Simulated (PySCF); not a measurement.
**Si2H3ClF (SMILES F[SiH][SiH2]Cl) at UMP2/aug-pc-1**

Aim: the vertical doublet–quartet gap of Si2H3ClF at UMP2/aug-pc-1, from 2 runs. 

The calculation is run with PySCF 2.14.0.

**1. The structure to begin with**

Si2H3ClF has 7 atoms, charge 0, and is taken as a doublet. SMILES: `F[SiH][SiH2]Cl`. Geometry: relaxed at PBE0-D4/def2-TZVP. This is one conformer, not always the lowest.

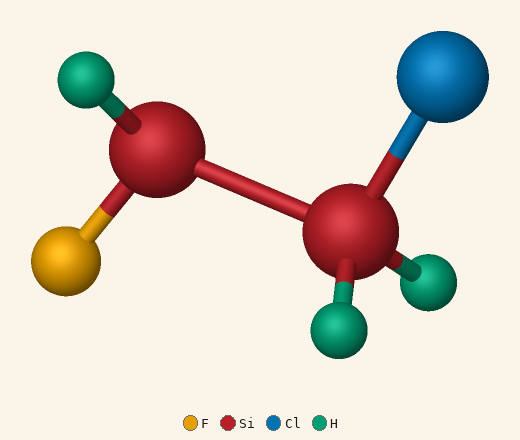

The structure, seen from a chosen angle (fluorine amber, silicon red, chlorine blue, hydrogen teal).

**2. A single-point energy at UMP2/aug-pc-1**

File job.py:

```python
# F[SiH][SiH2]Cl
from pyscf import gto, mp

mol = gto.Mole()
mol.atom = '''
F     -0.711100    -1.904300     1.447600
Si    -0.864900    -1.133800     0.042900
Si     0.757100     0.544300    -0.177200
Cl     0.253100     1.504900    -1.930300
H     -2.255700    -0.597500    -0.021700
H      0.767100     1.548800     0.918100
H      2.115800    -0.030600    -0.325200
'''
mol.spin = 1
mol.basis = 'aug-pc-1'
mol.verbose = 3
mol.max_memory = 1860
mol.build()

hf = mol.UHF()
hf.conv_tol = 1e-10
hf.kernel()
if not hf.converged:
    hf = hf.newton().run(hf.mo_coeff, hf.mo_occ)

pt = mp.MP2(hf, frozen=16).run()
e_tot = pt.e_tot
print('Final energy', e_tot)
```

Run with:

```bash
OMP_NUM_THREADS=1 python job.py
```

What it wrote:

```text
converged SCF energy = -1138.56822736  <S^2> = 0.75625856  2S+1 = 2.0062488
E(UMP2) = -1139.07678594454  E_corr = -0.508558584538541
E(SCS-UMP2) = -1139.06913941887  E_corr = -0.500912058865561
Final energy -1139.076785944543
```

Wall time 12 s (1 thread of Intel Xeon Platinum 8488C (Sapphire Rapids), shared host); peak memory 0.52 GiB.

**3. The quartet**

File mol.xyz:

```xyz
7
ClFH3Si2
F     -0.711100    -1.904300     1.447600
Si    -0.864900    -1.133800     0.042900
Si     0.757100     0.544300    -0.177200
Cl     0.253100     1.504900    -1.930300
H     -2.255700    -0.597500    -0.021700
H      0.767100     1.548800     0.918100
H      2.115800    -0.030600    -0.325200
```

File run.py:

```python
from pyscf import gto, mp

mol = gto.M(
    atom='mol.xyz',
    max_memory=1860,
    verbose=3,
    spin=3,
    basis='aug-pc-1',
)

hf = mol.UHF()
hf.conv_tol = 1e-10
hf.kernel()
if not hf.converged:
    hf = hf.newton().run(hf.mo_coeff, hf.mo_occ)

pt = mp.MP2(hf, frozen=16).run()
energy = pt.e_tot
print('E(%s) = %.9f' % ('MP2', energy))
```

Run with:

```bash
OMP_NUM_THREADS=1 python run.py
```

What it wrote:

```text
WARN: HOMO 0.00113219357481098 >= LUMO -0.300488186879992

WARN: HOMO -0.199598251467776 >= LUMO -0.252136286747342

WARN: HOMO -0.172547457485789 >= LUMO -0.171850368160419

converged SCF energy = -1138.35327011676  <S^2> = 3.7602948  2S+1 = 4.0051441
E(UMP2) = -1138.86700885101  E_corr = -0.513738734244158
E(SCS-UMP2) = -1138.85206200708  E_corr = -0.49879189031399
E(MP2) = -1138.867008851
```

Run time: 12 s. Hardware: 1 thread of Intel Xeon Platinum 8488C (Sapphire Rapids), shared host; peak memory 0.52 GiB.

**4. What came out**

Level: UMP2/aug-pc-1, 16 core orbitals frozen.

| quantity | value |
| --- | --- |
| doublet: total energy | -1139.07679 Eh |
| doublet: dipole moment (Hartree–Fock density) | 0.33 D |
| doublet: HOMO energy (Hartree–Fock orbitals) (highest over α and β) | -9.32 eV |
| doublet: LUMO energy (Hartree–Fock orbitals) (lowest over α and β) | 0.40 eV |
| doublet: correlation energy (16 core orbitals frozen) | -508.6 mEh |
| doublet: ⟨S²⟩ of the reference determinant | 0.756 |
| quartet: total energy | -1138.86701 Eh |
| quartet: dipole moment (Hartree–Fock density) | 0.81 D |
| quartet: HOMO energy (Hartree–Fock orbitals) (highest over α and β) | -5.26 eV |
| quartet: LUMO energy (Hartree–Fock orbitals) (lowest over α and β) | -3.07 eV |
| quartet: correlation energy (16 core orbitals frozen) | -513.7 mEh |
| quartet: ⟨S²⟩ of the reference determinant | 3.760 |
| vertical energy of the quartet above the doublet | 5.708 eV |

**Reading.** At this shape the quartet lies 5.71 eV (132 kcal/mol) above the doublet.
